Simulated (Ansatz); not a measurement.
# CH$_{3}$BSi (SMILES [BH]C=[SiH+]) (charge +1, doublet): what the fields show

Input file:

```
crystal:
  periodic: [false, false, false]
  atoms:
    - {symbol: C, position_ang: [0.212740, 2.005257, -0.476323]}
    - {symbol: B, position_ang: [0.415176, 0.656946, -0.105773]}
    - {symbol: Si, position_ang: [0.052661, 2.525434, -2.153511]}
    - {symbol: H, position_ang: [0.584575, -0.487122, 0.164493]}
    - {symbol: H, position_ang: [-0.160411, 3.973649, -2.469913]}
    - {symbol: H, position_ang: [0.147433, 2.792165, 0.296405]}
basis:
  gaussian: {orbitals: def2-TZVPD}
magnetization: {spin_polarized: true, initial_magnetization: 1}
hamiltonian: {xc: pbe0}
output: {forces: true, orbitals: {seedname: orbitals}}
total_charge: 1
```

Run with:

```sh
ansatz run input.yaml --threads 1 --pin off --max-ram 2610MiB --events-out events.jsonl --progress --plain --runs-dir runs
```

Geometry: PBE0-D3(BJ)/def2-SVP.

Computed with Ansatz 0.2.0, isolated molecule in a Gaussian basis; Kohn-Sham density functional theory, functional PBE0.

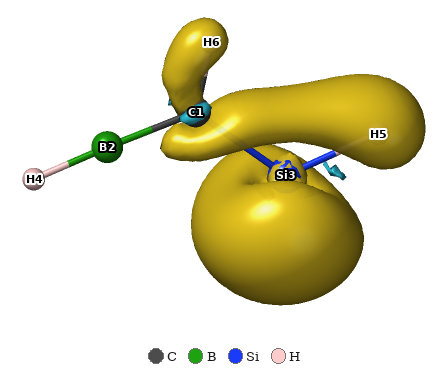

Figure 1. Isosurfaces of the spin density (α minus β) at +0.02 (yellow) and −0.02 e/Å³ (cyan), seen at a tilt.

Q: Describe the spin distribution.

A: The unpaired spin (1 electron) lies mostly on Si3 (about 0.8) and H5 (about 0.1), in electrons by Hirshfeld's partition.

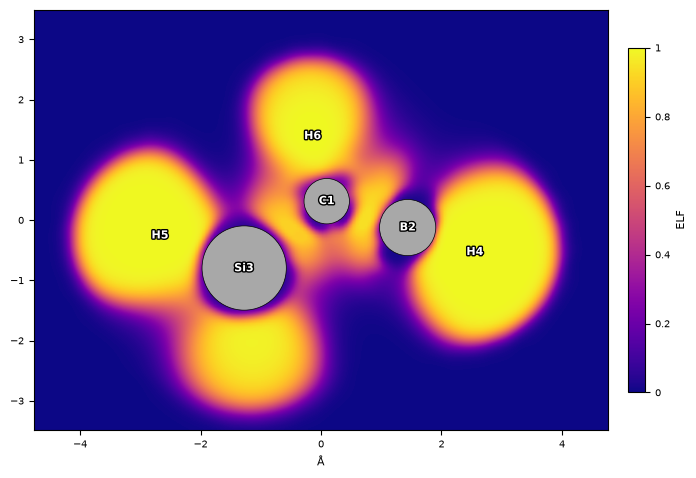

Figure 2. ELF on the molecular plane. Grey discs cover the atomic cores.

Q: Read the bonding off the picture.

A: The plane passes through C, B, Si and H nuclei. C–B (1.41 Å): the ELF peaks at about 0.95 between the atoms, as expected for localised, covalent bonding. C–Si (1.76 Å): the ELF peaks at about 0.90 between the atoms; localised, covalent bonding. C–H (1.10 Å): the ELF climbs to about 1 towards the hydrogen, as it does in any bond to H; a covalent bond by its length. B–H (1.19 Å): the ELF climbs to about 1 towards the hydrogen; an ordinary covalent bond to hydrogen. Si–H (1.50 Å): the ELF climbs to about 1 towards the hydrogen. The ELF also peaks beside Si3, away from the bonds: non-bonding electrons, paired or unpaired.

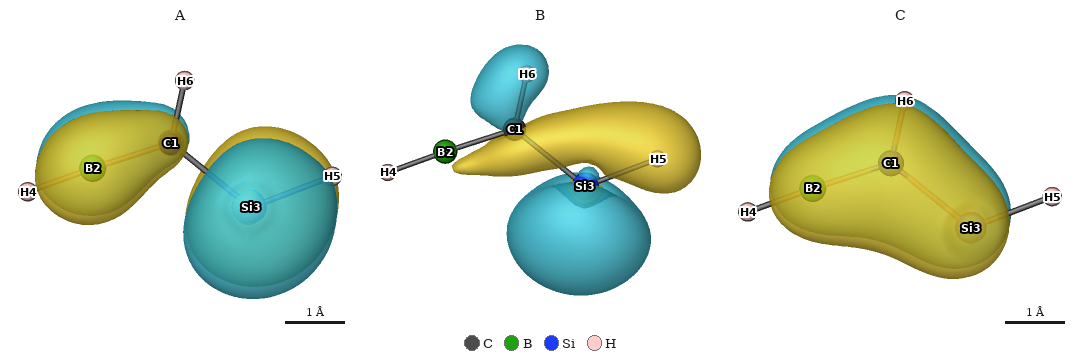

Figure 3. Three frontier orbitals at ±0.1 Å⁻³ᐟ² (yellow and cyan are the two phases), in no order.

Q: Which picture is the HOMO−1, the HOMO and the LUMO? All are α orbitals.

A: C is the HOMO−1 (α) (−13.78 eV). It lies mainly on C1 (about 50 %), Si3 (about 25 %) and B2 (about 25 %); it changes sign across the molecular plane (π type); π-bonding across C1–B2 and C1–Si3. B is the HOMO (α) (−13.21 eV). It lies mainly on Si3 (about 75 %), H5 (about 10 %) and C1 (about 10 %); it is symmetric in the molecular plane (an in-plane orbital: σ, lone-pair or in-plane π type). A is the LUMO (α) (−8.53 eV). It lies mainly on Si3 (about 65 %), B2 (about 20 %) and C1 (about 10 %); it changes sign across the molecular plane (π type); π-bonding across C1–B2.

Q: What is the gap between the highest occupied and lowest empty α orbitals?

A: 4.68 eV between the orbital energies.

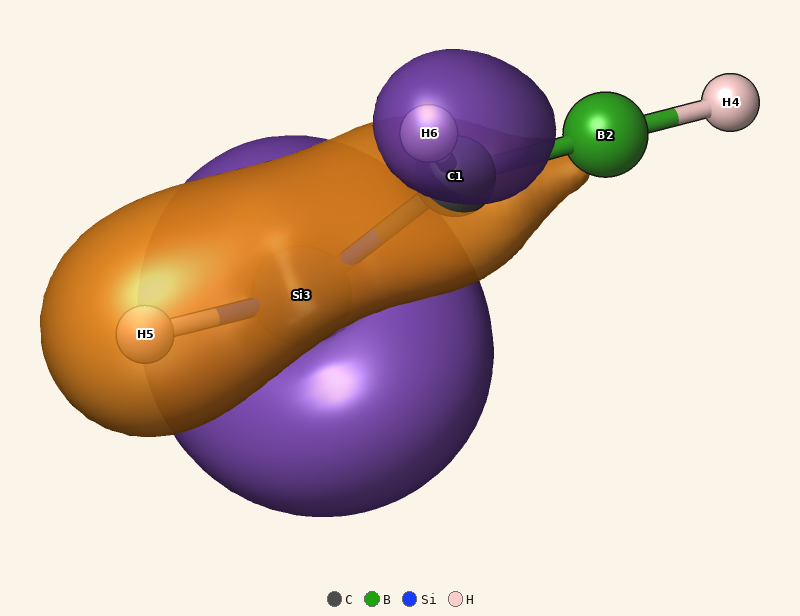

Figure 4. The HOMO (α) at ±0.1 Å⁻³ᐟ² (orange and purple are the two phases), seen at an oblique angle.

Q: What is the character of this orbital?

A: Its weight (Hirshfeld) is mainly on Si3 (about 75 %), H5 (about 10 %) and C1 (about 10 %); it is symmetric in the molecular plane (an in-plane orbital: σ, lone-pair or in-plane π type). Its energy is −13.21 eV.
